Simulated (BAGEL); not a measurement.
# quartet C2H2F2N at 3 levels

We compute a comparison of 3 runs (UHF/3-21G, ROHF/def2-SVP, UHF/def2-SVP) of quartet C2H2F2N. 

The results are computed with BAGEL 1.2.2.

## 1. The system as given

The species is C2H2F2N (7 atoms), meant as a quartet with charge 0. As SMILES of the parent species, `C=N[C](F)F`. Geometry: relaxed at GFN2-xTB. This is one conformer, not always the lowest. That shape belongs to the parent species and isn't relaxed for this state.

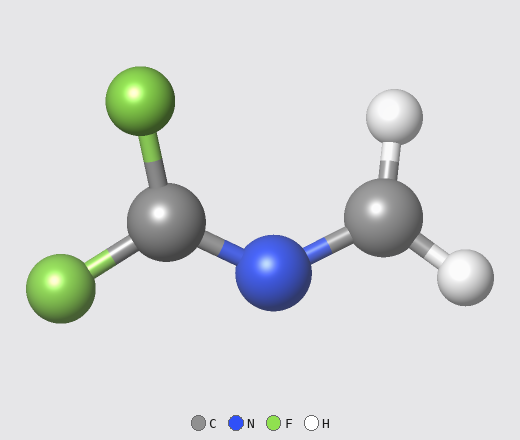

Viewed from a chosen angle; carbon grey, nitrogen blue, fluorine green, hydrogen white.

## 2. A single-point energy at UHF/3-21G (density fitting with qzvpp-jkfit) (run 1)

Input file input.json:

```json
{ "bagel" : [

{
  "title" : "molecule",
  "basis" : "3-21g",
  "df_basis" : "qzvpp-jkfit",
  "angstrom" : true,
  "geometry" : [
    { "atom" : "C", "xyz" : [       0.197830,       0.742970,       0.949940 ] },
    { "atom" : "N", "xyz" : [      -0.528610,      -0.135140,       0.305710 ] },
    { "atom" : "C", "xyz" : [      -0.277460,      -0.710900,      -0.792830 ] },
    { "atom" : "F", "xyz" : [      -1.029680,      -1.684470,      -1.260700 ] },
    { "atom" : "F", "xyz" : [       0.680660,      -0.414240,      -1.684400 ] },
    { "atom" : "H", "xyz" : [      -0.273310,       1.245090,       1.773950 ] },
    { "atom" : "H", "xyz" : [       1.230560,       0.956700,       0.708330 ] }
  ]
},

{ "title" : "uhf", "nopen" : 3 },

{ "title" : "print", "file" : "orbitals.molden", "orbitals" : true }

]}
```

Run with:

```console
$ BAGEL_NUM_THREADS=1 BAGEL input.json > input.out
```

The program printed:

```text
* using 1 threads per process

  ===============================================================
  ===============================================================

  *** Geometry ***

  { "atom" : "C", "xyz" : [      0.373845,      1.404010,      1.795126 ] },
  { "atom" : "N", "xyz" : [     -0.998928,     -0.255378,      0.577708 ] },
  { "atom" : "C", "xyz" : [     -0.524323,     -1.343406,     -1.498232 ] },
  { "atom" : "F", "xyz" : [     -1.945813,     -3.183187,     -2.382378 ] },
  { "atom" : "F", "xyz" : [      1.286261,     -0.782800,     -3.183055 ] },
  { "atom" : "H", "xyz" : [     -0.516481,      2.352879,      3.352280 ] },
  { "atom" : "H", "xyz" : [      2.325421,      1.807901,      1.338550 ] },

  Number of auxiliary basis functions:      417

  Since a DF basis is specified, we compute 2- and 3-index integrals:
    o Being stored without compression. Storage requirement is 0.008 GB

  Number of basis functions:       49
  Number of electrons      :       39

    * METHOD: MOLECULE                             0.12

  *** Open-shell HF ***

  === Nuclear Repulsion ===
   169.5238195079

      * DIIS with orbital gradients will be used.

  === UHF iteration (3-21g) ===
      0       -327.97904173          0.05072854           0.05
      1       -328.11823766          0.02813753           0.05
      2       -328.15389308          0.01502115           0.05
      3       -328.16574036          0.00357122           0.05
      4       -328.16974657          0.00108733           0.05
      5       -328.17025197          0.00046273           0.05
      6       -328.17038658          0.00023729           0.05
      7       -328.17043165          0.00015738           0.05
      8       -328.17045333          0.00010592           0.05
      9       -328.17046086          0.00008089           0.05
     10       -328.17046531          0.00006638           0.05
     11       -328.17047114          0.00004297           0.05
     12       -328.17047380          0.00002285           0.05
     13       -328.17047434          0.00001189           0.05
     14       -328.17047451          0.00000683           0.05
     15       -328.17047457          0.00000434           0.05
     16       -328.17047460          0.00000275           0.05
     17       -328.17047460          0.00000192           0.05
     18       -328.17047461          0.00000156           0.05
     19       -328.17047461          0.00000114           0.05
     20       -328.17047461          0.00000087           0.05
     21       -328.17047461          0.00000064           0.05
     22       -328.17047461          0.00000044           0.05
     23       -328.17047461          0.00000025           0.05
     24       -328.17047461          0.00000015           0.05
     25       -328.17047461          0.00000010           0.05
     26       -328.17047461          0.00000006           0.05
     27       -328.17047461          0.00000004           0.05
     28       -328.17047461          0.00000003           0.05
     29       -328.17047461          0.00000003           0.05
     30       -328.17047461          0.00000002           0.05
     31       -328.17047461          0.00000002           0.05
     32       -328.17047461          0.00000001           0.05
    * SCF iteration converged.

    * S^2 (UHF) is 3.7690

    * Permanent dipole moment:
           (   -0.054943,    -0.668154,    -0.800982) a.u.

    * METHOD: UHF                                  1.62

    * METHOD: PRINT                                0.01

  ===============================================================
```

Run time: 1.9 s. Hardware: 1 thread of Arm Neoverse V1, shared host.

## 3. A single-point energy at ROHF/def2-SVP (density fitting with qzvpp-jkfit) (run 2)

Input file calc.json:

```json
{ "bagel": [

{
  "title": "molecule",
  "basis": "svp",
  "df_basis": "qzvpp-jkfit",
  "angstrom": "true",
  "geometry": [
    { "atom": "C", "xyz": [       0.197830,       0.742970,       0.949940 ] },
    { "atom": "N", "xyz": [      -0.528610,      -0.135140,       0.305710 ] },
    { "atom": "C", "xyz": [      -0.277460,      -0.710900,      -0.792830 ] },
    { "atom": "F", "xyz": [      -1.029680,      -1.684470,      -1.260700 ] },
    { "atom": "F", "xyz": [       0.680660,      -0.414240,      -1.684400 ] },
    { "atom": "H", "xyz": [      -0.273310,       1.245090,       1.773950 ] },
    { "atom": "H", "xyz": [       1.230560,       0.956700,       0.708330 ] }
  ]
},

{ "title": "rohf", "nopen": 3 },

{ "title": "print", "file": "orbitals.molden", "orbitals": "true" }

]}
```

Run with:

```console
$ BAGEL_NUM_THREADS=1 BAGEL calc.json > calc.out
```

The program printed:

```text
* using 1 threads per process

  ===============================================================
  ===============================================================

  *** Geometry ***

  { "atom" : "C", "xyz" : [      0.373845,      1.404010,      1.795126 ] },
  { "atom" : "N", "xyz" : [     -0.998928,     -0.255378,      0.577708 ] },
  { "atom" : "C", "xyz" : [     -0.524323,     -1.343406,     -1.498232 ] },
  { "atom" : "F", "xyz" : [     -1.945813,     -3.183187,     -2.382378 ] },
  { "atom" : "F", "xyz" : [      1.286261,     -0.782800,     -3.183055 ] },
  { "atom" : "H", "xyz" : [     -0.516481,      2.352879,      3.352280 ] },
  { "atom" : "H", "xyz" : [      2.325421,      1.807901,      1.338550 ] },

  Number of auxiliary basis functions:      417

  Since a DF basis is specified, we compute 2- and 3-index integrals:
    o Being stored without compression. Storage requirement is 0.021 GB

  Number of basis functions:       80
  Number of electrons      :       39

    * METHOD: MOLECULE                             0.17

  *** Open-shell HF ***

  === Nuclear Repulsion ===
   169.5238195079

      * DIIS with orbital gradients will be used.

  === ROHF iteration (svp) ===
      0       -329.47583475          0.03452622           0.09
      1       -329.62528757          0.02118404           0.09
      2       -329.67143020          0.01206535           0.09
      3       -329.69223885          0.00289430           0.09
      4       -329.69707175          0.00102009           0.09
      5       -329.69814903          0.00043610           0.09
      6       -329.69843229          0.00020252           0.08
      7       -329.69846242          0.00012246           0.09
      8       -329.69849022          0.00006324           0.09
      9       -329.69850121          0.00002779           0.08
     10       -329.69849832          0.00001147           0.09
     11       -329.69849716          0.00000501           0.08
     12       -329.69849623          0.00000199           0.08
     13       -329.69849596          0.00000082           0.08
     14       -329.69849593          0.00000049           0.08
     15       -329.69849595          0.00000037           0.08
     16       -329.69849596          0.00000030           0.09
     17       -329.69849598          0.00000024           0.09
     18       -329.69849599          0.00000019           0.09
     19       -329.69849599          0.00000015           0.09
     20       -329.69849599          0.00000012           0.09
     21       -329.69849598          0.00000009           0.08
     22       -329.69849598          0.00000006           0.08
     23       -329.69849598          0.00000004           0.08
     24       -329.69849597          0.00000002           0.08
     25       -329.69849597          0.00000001           0.09
     26       -329.69849597          0.00000001           0.09
     27       -329.69849597          0.00000001           0.09
    * SCF iteration converged.

    * S^2 (ROHF) is 3.7500

    * Permanent dipole moment:
           (    0.032243,    -0.618259,    -0.745659) a.u.

    * METHOD: ROHF                                 2.52

    * METHOD: PRINT                                0.02

  ===============================================================
```

It took 2.8 s on 1 thread of Arm Neoverse V1, shared host; peak memory 0.097 GiB.

## 4. The energy at UHF/def2-SVP (density fitting with qzvpp-jkfit) (run 3)

Input file input.json:

```json
{ "bagel": [

{
  "title": "molecule",
  "basis": "svp",
  "df_basis": "qzvpp-jkfit",
  "angstrom": "true",
  "geometry": [
    { "atom": "C", "xyz": [    0.197830,    0.742970,    0.949940 ] },
    { "atom": "N", "xyz": [   -0.528610,   -0.135140,    0.305710 ] },
    { "atom": "C", "xyz": [   -0.277460,   -0.710900,   -0.792830 ] },
    { "atom": "F", "xyz": [   -1.029680,   -1.684470,   -1.260700 ] },
    { "atom": "F", "xyz": [    0.680660,   -0.414240,   -1.684400 ] },
    { "atom": "H", "xyz": [   -0.273310,    1.245090,    1.773950 ] },
    { "atom": "H", "xyz": [    1.230560,    0.956700,    0.708330 ] }
  ]
},
{ "title": "uhf", "nopen": 3 },
{ "title": "print", "file": "orbitals.molden", "orbitals": "true" }

]}
```

Run with:

```console
$ BAGEL_NUM_THREADS=1 BAGEL input.json > input.out
```

The program printed:

```text
* using 1 threads per process

  ===============================================================
  ===============================================================

  *** Geometry ***

  { "atom" : "C", "xyz" : [      0.373845,      1.404010,      1.795126 ] },
  { "atom" : "N", "xyz" : [     -0.998928,     -0.255378,      0.577708 ] },
  { "atom" : "C", "xyz" : [     -0.524323,     -1.343406,     -1.498232 ] },
  { "atom" : "F", "xyz" : [     -1.945813,     -3.183187,     -2.382378 ] },
  { "atom" : "F", "xyz" : [      1.286261,     -0.782800,     -3.183055 ] },
  { "atom" : "H", "xyz" : [     -0.516481,      2.352879,      3.352280 ] },
  { "atom" : "H", "xyz" : [      2.325421,      1.807901,      1.338550 ] },

  Number of auxiliary basis functions:      417

  Since a DF basis is specified, we compute 2- and 3-index integrals:
    o Being stored without compression. Storage requirement is 0.021 GB

  Number of basis functions:       80
  Number of electrons      :       39

    * METHOD: MOLECULE                             0.17

  *** Open-shell HF ***

  === Nuclear Repulsion ===
   169.5238195079

      * DIIS with orbital gradients will be used.

  === UHF iteration (svp) ===
      0       -329.47583475          0.03452622           0.09
      1       -329.63756890          0.02100817           0.09
      2       -329.68454531          0.01183756           0.08
      3       -329.70399976          0.00277138           0.09
      4       -329.70941769          0.00103468           0.08
      5       -329.71035666          0.00043846           0.08
      6       -329.71054868          0.00019331           0.09
      7       -329.71060781          0.00011481           0.09
      8       -329.71063245          0.00005914           0.08
      9       -329.71063802          0.00002540           0.08
     10       -329.71063888          0.00001806           0.09
     11       -329.71063935          0.00001516           0.09
     12       -329.71063974          0.00001282           0.08
     13       -329.71064006          0.00001073           0.09
     14       -329.71064039          0.00000803           0.09
     15       -329.71064062          0.00000537           0.08
     16       -329.71064074          0.00000318           0.09
     17       -329.71064076          0.00000209           0.09
     18       -329.71064077          0.00000149           0.08
     19       -329.71064077          0.00000091           0.08
     20       -329.71064077          0.00000061           0.09
     21       -329.71064077          0.00000050           0.09
     22       -329.71064077          0.00000042           0.08
     23       -329.71064077          0.00000036           0.09
     24       -329.71064077          0.00000031           0.09
     25       -329.71064077          0.00000024           0.08
     26       -329.71064077          0.00000018           0.08
     27       -329.71064077          0.00000012           0.09
     28       -329.71064077          0.00000008           0.08
     29       -329.71064077          0.00000005           0.08
     30       -329.71064077          0.00000004           0.09
     31       -329.71064077          0.00000003           0.08
     32       -329.71064077          0.00000002           0.08
     33       -329.71064077          0.00000002           0.08
     34       -329.71064077          0.00000002           0.09
     35       -329.71064077          0.00000001           0.08
     36       -329.71064077          0.00000001           0.09
    * SCF iteration converged.

    * S^2 (UHF) is 3.7744

    * Permanent dipole moment:
           (    0.028185,    -0.608707,    -0.755327) a.u.

    * METHOD: UHF                                  3.26

    * METHOD: PRINT                                0.02

  ===============================================================
```

Run time: 3.6 s. Hardware: 1 thread of Arm Neoverse V1, shared host; peak memory 0.097 GiB.

## 5. All runs side by side

```tsv
run	level	energy (Eh)	dipole moment (D)	⟨S²⟩	wall time
1	UHF/3-21G (density fitting with qzvpp-jkfit)	-328.170475	2.65	3.769	1.9 s
2	ROHF/def2-SVP (density fitting with qzvpp-jkfit)	-329.698496	2.46	3.750	2.8 s
3	UHF/def2-SVP (density fitting with qzvpp-jkfit)	-329.710641	2.47	3.774	3.6 s
```

## 6. What came out

| quantity | value |
| --- | --- |
| run 3: total energy | -329.71064 Eh |
| run 3: dipole moment | 2.47 D |
| run 3: ⟨S²⟩ | 3.774 |

What this shows: The dipole moment (its size) runs from 2.46 D (ROHF/def2-SVP) to 2.65 D (UHF/3-21G). The two ends differ in method and basis. All runs together took 8.3 s, the longest 3.6 s.
